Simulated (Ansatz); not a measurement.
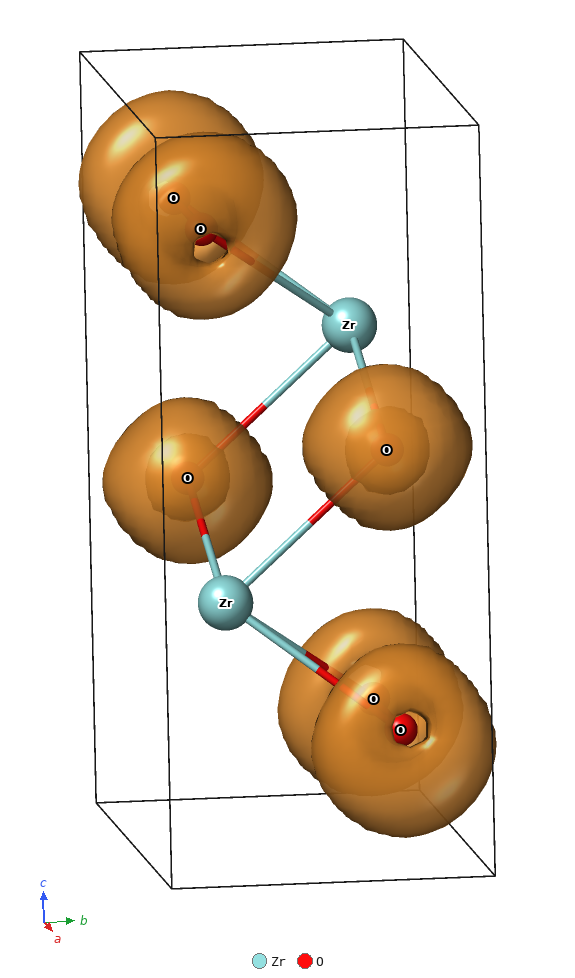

*ZrO₃. Isosurface of the electron localisation function at 0.75 (orange), seen slightly off an axis. Only the valence region is drawn (cores and ρ < 0.01 e/Å³ removed). Sticks mark near contacts.*

Space group P2₁/m.

The calculation used Ansatz 0.2.0, DFT PBEsol, scalar-relativistic, plane waves, PAW.

Identify the bonds, lone pairs and shells in this picture.

The ELF exceeds this value in six regions wrapped around O (the valence shell of each), counted in one cell of 8 atoms. Regions shared between cells count once. Along the contacts the grid gives the following. O–O (1.47 Å): the ELF peaks at about 0.65 between the atoms. Zr–O (2.14 Å): the ELF peaks at about 0.80 in the valence shell of O, 0.6 Å from its nucleus, and drops to about 0.20 between the two atoms (no localised pair shows between them).
